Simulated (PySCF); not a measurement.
```xyz
17

C    -2.6053    1.7814   -0.3710
C    -1.8554    0.6841   -0.2143
C    -1.9937   -0.2524    0.9468
Ge   -0.5070    0.2645   -1.5548
C     1.1797    0.0739   -0.6785
C     2.2424   -0.0524   -0.0833
Si    3.8380   -0.2439    0.7977
H    -2.4827    2.4589   -1.2216
H    -3.3799    2.0485    0.3588
H    -2.7744    0.0816    1.6476
H    -1.0430   -0.3355    1.4994
H    -2.2478   -1.2716    0.6098
H    -0.8041   -1.0790   -2.2464
H    -0.4105    1.3933   -2.5921
H     3.6557    0.0822    2.2423
H     4.3171   -1.6511    0.6681
H     4.8510    0.6790    0.2075
```

Geometry: PBE0-D3(BJ)/def2-SVP.

Method: B3LYP/def2-SVPD, SCF density, gas phase in PySCF.

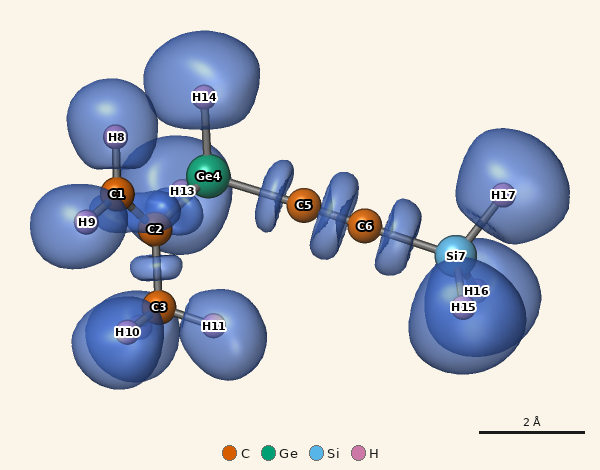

C5H10GeSi. Isosurface of the ELF at 0.8 (blue), seen at a tilt. Core shells and regions of very low density are left out.

**What do the ELF domains correspond to?**

At this value the surface marks out three regions between bonded C–C atoms (shared pairs), one region between bonded C–Si atoms (shared pairs), ten regions around hydrogen nuclei and two lobes of the valence shell of C pointing towards Ge (polar bonds).

Values along the shortest contacts:
C–C (1.22 Å): the ELF peaks at about 0.85 between the atoms: a short, multiple covalent bond. C–Si (1.83 Å): the ELF peaks at about 0.95 between the atoms (a covalent bond).
